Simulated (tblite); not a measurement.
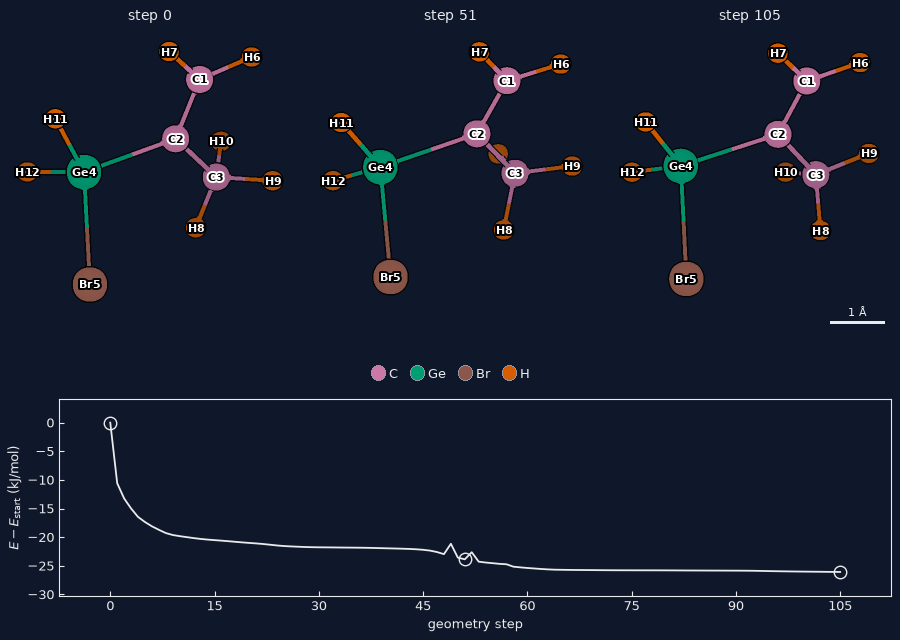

Frames of a relaxation of C₃H₇BrGe, marked on the history of the run. A ball-and-stick model, seen at a tilt.

These are results of tblite 0.8.0, GFN2-xTB geometry optimisation, gas phase, not measurements. 

### Describe the path.

The atom that moves furthest after the best rigid fit is H10 (0.88 Å). Largest moves by element: H 0.88 Å, Br 0.25 Å, C 0.19 Å, Ge 0.16 Å. Among the contacts that change: C2–Ge4 1.917 → 1.970 Å, Ge4–H12 1.568 → 1.517 Å, Ge4–H11 1.554 → 1.514 Å, C3–H10 1.130 → 1.092 Å. Among the angles between lasting bonds that change: C2–C3–H8 117.2° → 110.0°, C2–Ge4–H11 107.4° → 113.3°, H9–C3–H10 103.4° → 109.0°. Groups turn about C2–C3 by about 50°. The energy falls by 26.1 kJ/mol in 105 geometry steps. Cost: 0.45 s on 1 thread of Arm Neoverse V2, with other jobs on the host. From step 0 to 51: H10 moves most (0.50 Å), energy −23.9 kJ/mol. From step 51 to 105: H10 moves most (0.42 Å), energy −2.20 kJ/mol.
